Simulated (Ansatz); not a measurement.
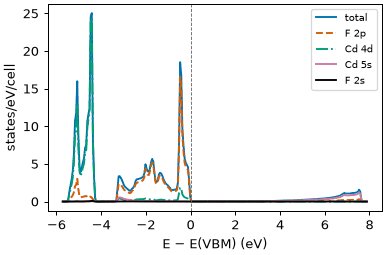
Figure: Total and projected density of states of CdF2 (fluorite, Fm-3m), plane-wave PAW PBE (Ansatz code)

Task: Which orbitals carry the states next to the gap?

Result: Top 1 eV of the valence band: F 2p 89 %, Cd 4d 10 %. Bottom 1 eV of the conduction band: Cd 5s 77 %, F 2s 14 %, F 2p 9 %. Projections are on Löwdin-orthogonalised atomic valence shells; empty p or d shells of many metals are not among them.

Task: Where is the tallest occupied peak in this window, and what makes it?

Result: Near -4.4 eV, about 25 states/eV per cell; the largest projected share is Cd 4d.

The PBE relaxation kept the symmetry of its start; phonons on a q-mesh show no instability. Spin–orbit coupling is left out wherever it is not named.

Potentials: the later of the program's two PAW sets.
